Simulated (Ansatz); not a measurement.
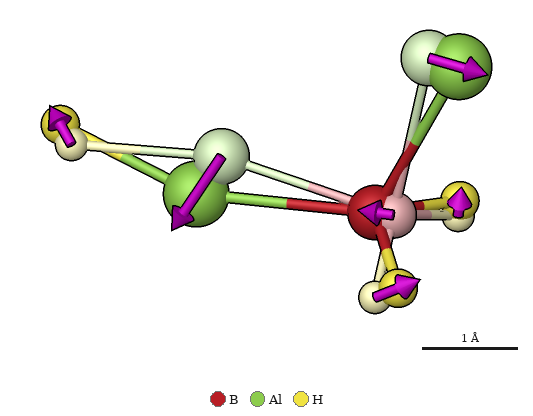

A relaxation of Al₂BH₃. The starting structure is drawn faded, the final one solid; purple arrows show the displacements, 2 times their true length. The two geometries are superimposed by the best rigid fit.

Style: ball-and-stick. Shown from a free direction.

It is one of the separated reactants of a reaction.

The calculation used RKS PBE-D4/def2-SVP (Ansatz). Settings: force threshold 0.03 eV/Å; at most 250 steps.

Which element moves most?

Aluminium: up to 0.50 Å, against 0.29 Å for hydrogen.

Describe the change and its energy.

After 8 accepted moves (10 points after the start) the energy has fallen by 0.778 eV. The largest force component goes from 1.9 to 0.024 eV/Å. The line search rejected the trial steps at points 3, 8 of the run. An Al atom moves most after the best rigid fit: 0.50 Å. Largest moves by element: Al 0.50 Å, H 0.29 Å, B 0.21 Å. Among the contacts that change: Al–B 1.970 → 2.114 Å, B–H 1.150 → 1.237 Å, B–H 1.212 → 1.236 Å, Al–H 1.594 → 1.610 Å. Bond angles that change, for instance: Al–B–Al 92.0° → 118.9°, Al–B–H 109.9° → 89.0°, Al–B–H 108.5° → 89.9°.
